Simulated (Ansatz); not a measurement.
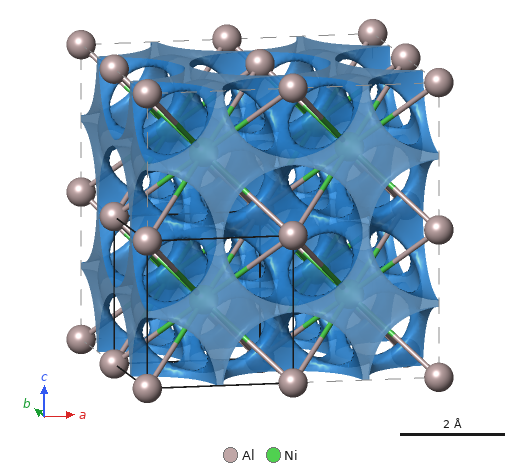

The blue surface encloses the points that the centre of a probe sphere of radius 0.15 Å can occupy in AlNi (Pm-3m), computed on a grid of about 0.12 Å (2×2×2 cells shown, view slightly off an axis; pale faces close the region where the box cuts it).

Atoms are hard spheres with covalent radii (Cordero): Al 1.21 Å, Ni 1.24 Å.

Source of the atomic positions: the input geometry of an electronic-structure calculation (not necessarily at equilibrium).

```cif
data_structure
_symmetry_space_group_name_H-M 'Pm-3m'
_symmetry_Int_Tables_number 221
_cell_length_a 2.8810
_cell_length_b 2.8810
_cell_length_c 2.8810
_cell_angle_alpha 90.000
_cell_angle_beta 90.000
_cell_angle_gamma 90.000
_cell_volume 23.91
loop_
_atom_site_label
_atom_site_type_symbol
_atom_site_symmetry_multiplicity
_atom_site_Wyckoff_symbol
_atom_site_fract_x
_atom_site_fract_y
_atom_site_fract_z
_atom_site_occupancy
Al1 Al 1 a 0.00000 0.00000 0.00000 1
Ni1 Ni 1 b 0.50000 0.50000 0.50000 1
```

**Do these regions connect?**

Where they connect, they form a three-dimensional network.

**What share of the cell can the probe's centre reach?**

About 13 % of the volume (3.2 Å³ of 23.9 Å³).

**Give the largest included and the largest free sphere.**

The largest sphere that fits anywhere has a diameter of 0.77 Å; the largest that can travel through the crystal, about 0.6 Å.

**How does the connectivity change as the probe shrinks?**

Below a radius of about 0.30 Å the space forms a three-dimensional network. These are grid estimates, good to about 0.05 Å.
